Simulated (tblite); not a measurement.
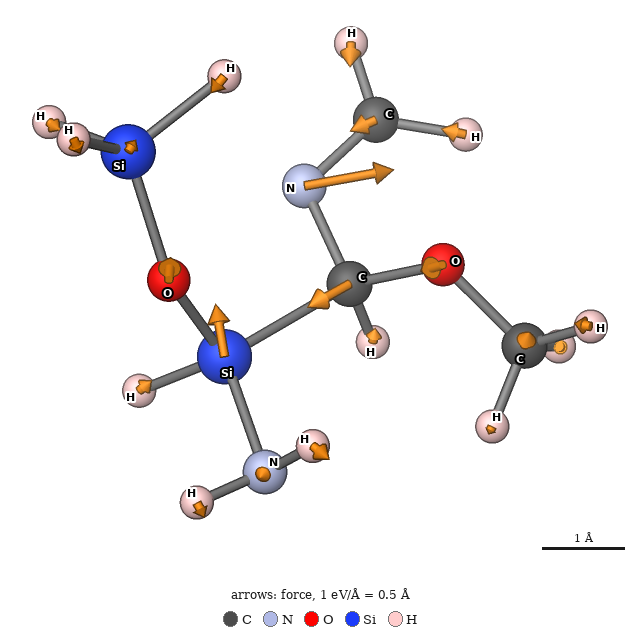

Starting geometry of C$_{3}$H$_{12}$N$_{2}$O$_{2}$Si$_{2}$ with the computed forces as orange arrows. A ball-and-stick model, seen at a tilt.

Theory: GFN2-xTB geometry optimisation, gas phase (tblite). 

> What follows when this structure is relaxed?

It isn't relaxed: the largest force vector, on an N atom, is 2.26 eV/Å. The final displacements have little in common with the starting forces (cosine between the two patterns 0.22). The energy falls by 20.4 kcal/mol in 208 geometry steps. The largest move after the best rigid fit is that of an H atom, 1.65 Å. By element the largest moves are H 1.65 Å, N 0.77 Å, O 0.69 Å, C 0.65 Å, Si 0.53 Å. Some distances before and after: C–Si 1.990 → 1.924 Å, C–N 1.464 → 1.406 Å, O–Si 1.671 → 1.620 Å, C–O 1.456 → 1.418 Å. Among the angles between lasting bonds that change: Si–O–Si 136.7° → 157.3°, Si–N–H 106.4° → 119.2°, N–Si–O 102.7° → 115.3°. Groups turn about C–N by about 65°, C–O by about 65°, O–Si by about 60°. Cost: 3.8 s on 1 thread of Arm Neoverse N1 (shared host).
